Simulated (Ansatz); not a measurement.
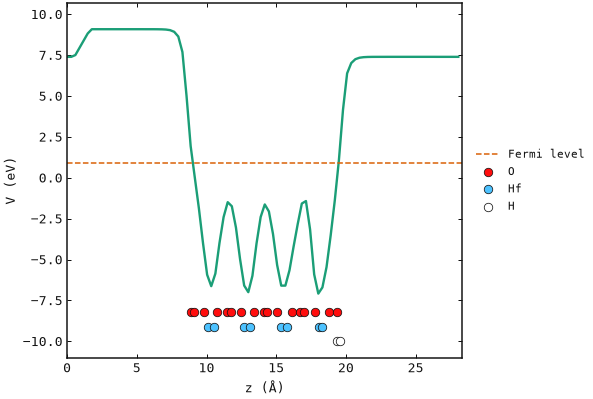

Plane-averaged electrostatic potential energy of an electron across the slab; circles at the bottom mark the heights of the atoms (positions after relaxation).

Structure: a (001) slab cut from HfO2 (P2_1/c), of composition Hf8H2O17 (not the bulk's), ended by O planes, 27 atoms in the cell.

Method: DFT PBE+D3(BJ), scalar-relativistic, plane waves, PAW, no spin polarisation, 3×3×1 k mesh, 420 eV cutoff, Gaussian smearing of 0.05 eV (Ansatz).

Read off the work function of each face.

Answer. The work function is 6.51 eV at the right face and 8.20 eV at the left.

Do the two faces differ, and what does that say about the slab's dipole?

Answer. The vacuum level is 1.69 eV higher at the left than at the right, so the slab carries a dipole along its normal; the ramp in the vacuum, at or near the edge of the plot, is the dipole correction that keeps each side flat. Some atoms were held fixed in the relaxation, which can itself make the faces differ.

Spin-orbit coupling is left out, which matters for Hf.
